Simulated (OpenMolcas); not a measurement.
# C2H4ClF (1-chloro-2-fluoroethane) at 6 levels

We compute a comparison of 6 runs (M06-2X/6-311+G**, M06-L/6-311+G**, PBE0/6-311+G**, TPSS/6-311+G**, revPBE/6-311+G**, CCSD(T)/6-311+G**) of C2H4ClF (1-chloro-2-fluoroethane). 

The calculation is run with OpenMolcas 26.06.

1 further run of the same task is left out (set aside as unsound or not needed).

**1. The molecule**

C2H4ClF has 8 atoms, charge 0, and is taken as a singlet. SMILES: `FCCCl`. The coordinates come from a PBE0-D4/def2-TZVP relaxation. This is one conformer, not always the lowest.

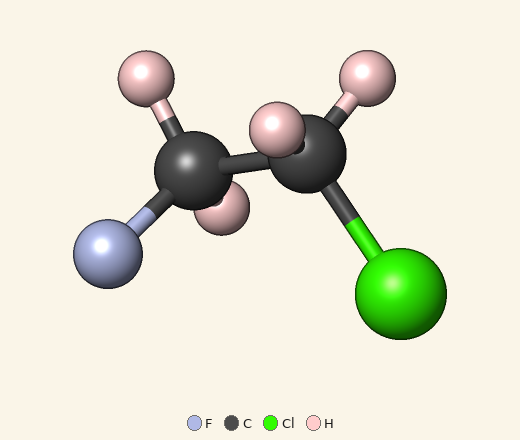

Viewed from a chosen angle; fluorine light blue, carbon dark grey, chlorine green, hydrogen pink.

**2. Energy and gradient at M06-2X/6-311+G(d,p) (run 1)**

The input, geom.xyz:

```xyz
8

F     -1.336980     0.498150     1.030500
C     -0.143560     0.671020     0.368890
C      0.300450    -0.609920    -0.275720
Cl    -0.759330    -1.087620    -1.620890
H     -0.273910     1.462220    -0.374180
H      0.609620     0.981160     1.102570
H      0.296790    -1.425630     0.446820
H      1.306920    -0.489380    -0.677980
```

The input, calc.inp:

```
* C2H4ClF Kohn-Sham DFT
&GATEWAY
BasLib = $CurrDir
Coord = geom.xyz
Basis = 6-311pGss
Group = NoSym
&SEWARD
GridInput
Grid=UltraFine
End of Grid
&SCF
KSDFT = M062X
Thresholds = 1e-10 1e-07 1e-07 1e-05
PrOrbitals = 1 2
&ALASKA
```

The basis set 6-311+G** is read from a file made from the Basis Set Exchange's data (not shown).

Command:

```sh
$ export MOLCAS_MEM=1860
$ pymolcas calc.inp > calc.log
```

The log of the run:

```text
--- Start Module: gateway ---
[...]
--- Stop Module: gateway /rc=_RC_ALL_IS_WELL_ ---
[...]
      Basis functions          120
[...]
--- Start Module: scf ---
[...]
       Convergence after  13 Iterations
[...]
::    Total KS-DFT energy                            -638.6339750959
[...]
      Total spin, S                                     0.0000000000
[...]
      Total electronic charge=   42.000000
      Total            charge=   -0.000000
[...]
      Dipole Moment (debye):
      Origin of the operator (angstrom)=   -0.5868   -0.3330   -0.4327
                   X=  2.8164E+00               Y=  7.1725E-01               Z=  5.5547E-01           Total=  2.9589E+00
      Quadrupole Moment (debye*angstrom):
[...]
--- Stop Module: scf /rc=_RC_ALL_IS_WELL_ ---
[...]
--- Start Module: alaska ---
[...]
 *              Molecular gradients               *
 **************************************************
  Irreducible representation: a
 ------------------------------------------------------------------------------------------
                              X                       Y                       Z
 ------------------------------------------------------------------------------------------
  F1                1.97978537000765E-03    1.11885740969830E-03   -6.99408153892023E-04
  C2               -3.32767539783019E-03   -5.35516533709490E-03    4.69631946531379E-05
  C3               -4.57139741020107E-03    3.02001405488877E-03   -2.73629985616264E-03
  CL4               3.30499324264721E-03    9.29191562539344E-04    3.62499337829547E-03
  H5                4.24975042630865E-04    6.85712697054530E-04   -6.16485764695973E-04
  H6                1.25075403308950E-03    4.18258823284390E-04    4.64150208310254E-04
  H7                2.40241391316259E-04   -6.30652263058362E-04    1.24607368507057E-04
  H8                6.98323728294703E-04   -1.86216947262619E-04   -2.08520375037491E-04
[...]
--- Stop Module: alaska /rc=_RC_ALL_IS_WELL_ ---
[...]
```

Run time: 49 s. Hardware: 1 thread of Intel Xeon 6975P-C (Granite Rapids), shared host; peak memory 0.76 GiB.

**3. Energy and gradient at M06-L/6-311+G(d,p) (run 2)**

The input, job.inp:

```
* C2H4ClF Kohn-Sham DFT

&GATEWAY
  BasLib
  $CurrDir
  Coord
  8
  bohr
  F     -2.52652603     0.94136707     1.94736277
  C     -0.27128908     1.26804402     0.69710107
  C      0.56776821    -1.15258176    -0.52103529
  Cl    -1.43492574    -2.05530393    -3.06303818
  H     -0.51761488     2.76319533    -0.70709772
  H      1.15201484     1.85412368     2.08355533
  H      0.56085182    -2.69405026     0.84436743
  H      2.46972087    -0.92479417    -1.28119652
  Basis
  6-311pGss
  Group
  NoSym

&SEWARD
  GridInput
  Grid=UltraFine
  End of Grid

&SCF
  KSDFT
  M06L
  Thresholds
  1e-10 1e-07 1e-07 1e-05
  PrOrbitals
  1 2

&ALASKA
```

The basis set 6-311+G** is read from a file made from the Basis Set Exchange's data (not shown).

Command:

```sh
$ export MOLCAS_MEM=1860
$ pymolcas job.inp > job.log
```

The log of the run:

```text
--- Start Module: gateway ---
[...]
--- Stop Module: gateway /rc=_RC_ALL_IS_WELL_ ---
[...]
      Basis functions          120
[...]
--- Start Module: scf ---
[...]
       Convergence after  19 Iterations
[...]
::    Total KS-DFT energy                            -638.6849736655
[...]
      Total spin, S                                     0.0000000000
[...]
      Total electronic charge=   42.000000
      Total            charge=   -0.000000
[...]
      Dipole Moment (debye):
      Origin of the operator (angstrom)=   -0.5868   -0.3330   -0.4327
                   X=  2.6366E+00               Y=  6.6904E-01               Z=  5.4879E-01           Total=  2.7750E+00
      Quadrupole Moment (debye*angstrom):
[...]
--- Stop Module: scf /rc=_RC_ALL_IS_WELL_ ---
[...]
--- Start Module: alaska ---
[...]
 *              Molecular gradients               *
 **************************************************
  Irreducible representation: a
 ------------------------------------------------------------------------------------------
                              X                       Y                       Z
 ------------------------------------------------------------------------------------------
  F1                4.64179980459356E-03    5.73786758094830E-04   -2.34884664058299E-03
  C2               -3.81793833831168E-03    6.64488953359132E-04    2.08080867064875E-03
  C3               -1.88688545474847E-03   -1.57334426141731E-03   -2.97937365532253E-03
  CL4               3.11218674176317E-03    1.51008185852142E-03    3.76698074369131E-03
  H5               -2.27891248976597E-04   -1.24387274402871E-03    7.45970369924187E-05
  H6               -4.80559139877101E-04   -8.22857334095151E-04   -1.11076255780329E-04
  H7               -6.22895007673374E-04    5.65881466332741E-04   -2.45401850430760E-04
  H8               -7.17817356742145E-04    3.25835303262245E-04   -2.37688049299134E-04
[...]
--- Stop Module: alaska /rc=_RC_ALL_IS_WELL_ ---
[...]
```

It took 64 s on 1 thread of Intel Xeon 6975P-C (Granite Rapids), shared host; peak memory 0.76 GiB.

Run 3 isn't shown in full; the table further down has it.

**4. Energy and gradient at TPSS/6-311+G(d,p) (run 4)**

The input, calc.inp:

```
&GATEWAY
BasLib
$CurrDir
Coord
8
angstrom
F       -1.336980       0.498150       1.030500
C       -0.143560       0.671020       0.368890
C        0.300450      -0.609920      -0.275720
Cl      -0.759330      -1.087620      -1.620890
H       -0.273910       1.462220      -0.374180
H        0.609620       0.981160       1.102570
H        0.296790      -1.425630       0.446820
H        1.306920      -0.489380      -0.677980
Basis
6-311pGss
Group
NoSym
&SEWARD
GridInput
Grid=UltraFine
End of Grid
&SCF
KSDFT
2
1.0 MGGA_X_TPSS
1.0 MGGA_C_TPSS
Thresholds
1e-10 1e-07 1e-07 1e-05
PrOrbitals
1 2
&ALASKA
```

The basis set 6-311+G** is read from a file made from the Basis Set Exchange's data (not shown).

Command:

```sh
$ export MOLCAS_MEM=1860
$ pymolcas calc.inp > calc.log
```

The log of the run:

```text
--- Start Module: gateway ---
[...]
--- Stop Module: gateway /rc=_RC_ALL_IS_WELL_ ---
[...]
      Basis functions          120
[...]
--- Start Module: scf ---
[...]
       Convergence after  15 Iterations
[...]
::    Total KS-DFT energy                            -638.7639138360
[...]
      Total spin, S                                     0.0000000000
[...]
      Total electronic charge=   42.000000
      Total            charge=   -0.000000
[...]
      Dipole Moment (debye):
      Origin of the operator (angstrom)=   -0.5868   -0.3330   -0.4327
                   X=  2.6861E+00               Y=  7.0366E-01               Z=  5.8165E-01           Total=  2.8370E+00
      Quadrupole Moment (debye*angstrom):
[...]
--- Stop Module: scf /rc=_RC_ALL_IS_WELL_ ---
[...]
--- Start Module: alaska ---
[...]
 *              Molecular gradients               *
 **************************************************
  Irreducible representation: a
 ------------------------------------------------------------------------------------------
                              X                       Y                       Z
 ------------------------------------------------------------------------------------------
  F1                1.59408385241235E-02    1.66240763842973E-03   -9.18271735643472E-03
  C2               -1.25005924210821E-02   -7.50320408063754E-03    5.44997436787176E-03
  C3               -8.41223738239538E-03    2.75712750753887E-03   -6.04481497950049E-03
  CL4               7.97019556066392E-03    4.34753482486805E-03    1.08300122030833E-02
  H5                5.68451156712446E-04   -1.92856308045375E-03    1.11882735437874E-03
  H6               -1.40930137896378E-03   -6.53814690689591E-04   -1.86385101214137E-03
  H7               -1.59177769646357E-05    1.68335684918830E-03   -1.27114210206303E-03
  H8               -2.14143628201136E-03   -3.64844968199385E-04    9.63711524725852E-04
[...]
--- Stop Module: alaska /rc=_RC_ALL_IS_WELL_ ---
[...]
```

Run time: 55 s. Hardware: 1 thread of Intel Xeon 6975P-C (Granite Rapids), shared host; peak memory 0.76 GiB.

Run 5 isn't shown in full; the table further down has it.

**5. The energy at CCSD(T)/6-311+G(d,p) (Cholesky decomposition) (run 6)**

The input, calc.inp:

```
&GATEWAY
  BasLib=$CurrDir
  Coord
  8
  bohr
  F     -2.52652603     0.94136707     1.94736277
  C     -0.27128908     1.26804402     0.69710107
  C      0.56776821    -1.15258176    -0.52103529
  Cl    -1.43492574    -2.05530393    -3.06303818
  H     -0.51761488     2.76319533    -0.70709772
  H      1.15201484     1.85412368     2.08355533
  H      0.56085182    -2.69405026     0.84436743
  H      2.46972087    -0.92479417    -1.28119652
  Basis=6-311pGss
  Group=NoSym

&SEWARD
  High

&SCF
  Thresholds=1e-10 1e-07 1e-07 1e-05
  PrOrbitals=1 1

&CHCC
  Frozen=8
  Threshold=1e-08
  MaxIterations=80

&CHT3
  Frozen=8
```

The basis set 6-311+G** is read from a file made from the Basis Set Exchange's data (not shown).

Command:

```sh
$ export MOLCAS_MEM=1860
$ pymolcas calc.inp > calc.log
```

The log of the run:

```text
--- Start Module: gateway ---
[...]
--- Stop Module: gateway /rc=_RC_ALL_IS_WELL_ ---
[...]
      Basis functions          120
[...]
       Convergence after  13 Iterations
[...]
::    Total SCF energy                               -637.0569998482
[...]
      Total spin, S                                     0.0000000000
[...]
      Total electronic charge=   42.000000
      Total            charge=   -0.000000
[...]
      Dipole Moment (debye):
      Origin of the operator (angstrom)=   -0.5868   -0.3330   -0.4327
                   X=  3.0519E+00               Y=  7.8670E-01               Z=  5.9363E-01           Total=  3.2071E+00
      Quadrupole Moment (debye*angstrom):
[...]
--- Start Module: chcc ---
[...]
--- Stop Module: chcc /rc=_RC_ALL_IS_WELL_ ---
[...]
--- Start Module: cht3 ---
[...]
--- Stop Module: cht3 /rc=_RC_ALL_IS_WELL_ ---
[...]
```

Run time: 8.7 min. Hardware: 1 thread of Intel Xeon 6975P-C (Granite Rapids), shared host; peak memory 0.31 GiB.

**6. All runs side by side**

| run | level | integral approximation | task | energy (Eh) | dipole moment (D) of the reference | HOMO energy (eV) | LUMO energy (eV) | wall time |
| --- | --- | --- | --- | --- | --- | --- | --- | --- |
| 1 | M06-2X/6-311+G** | none | gradient | -638.633975 | 2.96 | -10.04 | 0.24 | 49 s |
| 2 | M06-L/6-311+G** | none | gradient | -638.684974 | 2.77 | -7.49 | -0.25 | 64 s |
| 3 | PBE0/6-311+G** | none | gradient | -638.378405 | 2.91 | -8.66 | 0.12 | 41 s |
| 4 | TPSS/6-311+G** | none | gradient | -638.763914 | 2.84 | -7.34 | -0.46 | 55 s |
| 5 | revPBE/6-311+G** | none | gradient | -638.579246 | 2.76 | -7.19 | -0.62 | 42 s |
| 6 | CCSD(T)/6-311+G** (Cholesky decomposition) | CD high | energy | -637.757543 | 3.21 | -12.05 | 1.75 | 8.7 min |

**7. Outcome**

```
                                          quantity          value
                               run 6: total energy  -637.75754 Eh
         run 6: dipole moment (mean-field density)         3.21 D
        run 6: HOMO energy (Hartree–Fock orbitals)      -12.05 eV
        run 6: LUMO energy (Hartree–Fock orbitals)        1.75 eV
      run 6: HOMO–LUMO gap (Hartree–Fock orbitals)       13.79 eV
run 6: correlation energy (8 core orbitals frozen)     -700.5 mEh
                             run 6: (T) correction     -19.84 mEh
```

In words: Over runs 1, 2, 3, 4, 5 the dipole moment (its size) runs from 2.76 D (revPBE/6-311+G**) to 2.96 D (M06-2X/6-311+G**). Over runs 1, 2, 3, 4, 5 the HOMO–LUMO gap runs from 6.57 eV (revPBE/6-311+G**) to 10.29 eV (M06-2X/6-311+G**). Totals of different functionals can't be ranked against each other. All runs together took 13 min, the longest 8.7 min.
